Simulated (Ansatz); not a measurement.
# Ligand exchange: C3H5Br + GeH(CH3)2(SiH3) → C3H8Si + GeH(CH3)2Br

Species: C3H5Br (allyl bromide) `C=CCBr`, singlet; GeH(CH3)2(SiH3), singlet; C3H8Si `C=CC[SiH3]`, singlet; GeH(CH3)2Br, singlet. The partners trade Br for SiH3: C–Br and Ge–SiH3 bonds give way to C–SiH3 and Ge–Br.

Shapes, held fixed at every level: PBE0-D4/def2-TZVP. Flexible molecules stand in one conformer, not always the lowest. Programs: Ansatz 0.2.0. Electronic energies: no zero-point or thermal term.

```json
{"level": "r2SCAN-D4/def2-TZVPP", "kind": "meta-GGA", "ΔE (kJ/mol)": "-122.3", "less CCSD(T)/def2-TZVPP": "-0.8"}
{"level": "wB97M-V/def2-TZVPP", "kind": "range-separated hybrid", "ΔE (kJ/mol)": "-129.9", "less CCSD(T)/def2-TZVPP": "-8.4"}
{"level": "wB97X-V/def2-TZVPP", "kind": "range-separated hybrid", "ΔE (kJ/mol)": "-126.3", "less CCSD(T)/def2-TZVPP": "-4.8"}
{"level": "B2PLYP/def2-TZVPP", "kind": "double hybrid", "ΔE (kJ/mol)": "-122.7", "less CCSD(T)/def2-TZVPP": "-1.2"}
{"level": "MP2/def2-TZVPP", "kind": "perturbation theory", "ΔE (kJ/mol)": "-128.3", "less CCSD(T)/def2-TZVPP": "-6.8"}
{"level": "CCSD/def2-TZVPP", "kind": "coupled cluster or CI", "ΔE (kJ/mol)": "-124.2", "less CCSD(T)/def2-TZVPP": "-2.7"}
{"level": "CCSD(T)/def2-TZVPP", "kind": "coupled cluster or CI", "ΔE (kJ/mol)": "-121.5", "less CCSD(T)/def2-TZVPP": "0.0"}
```

The highest level, CCSD(T)/def2-TZVPP, gives ΔE = -121.5 kJ/mol; the levels span -129.9 to -121.5. The column of differences is taken from that level and isn't an error. No measured value is set beside it here. Relativity is left out for Br, Ge unless named. Correlated rows may include outer-core shells of Br, Ge, which these sets cover unevenly.

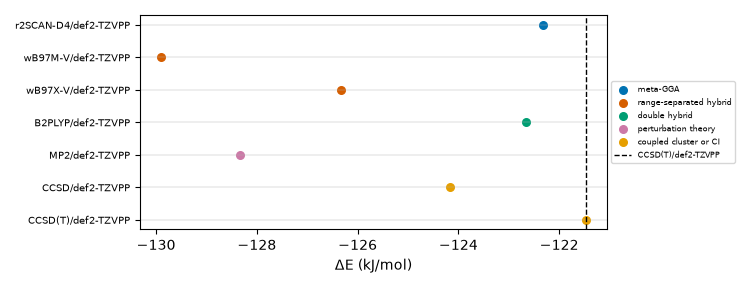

The values of the table, level by level.
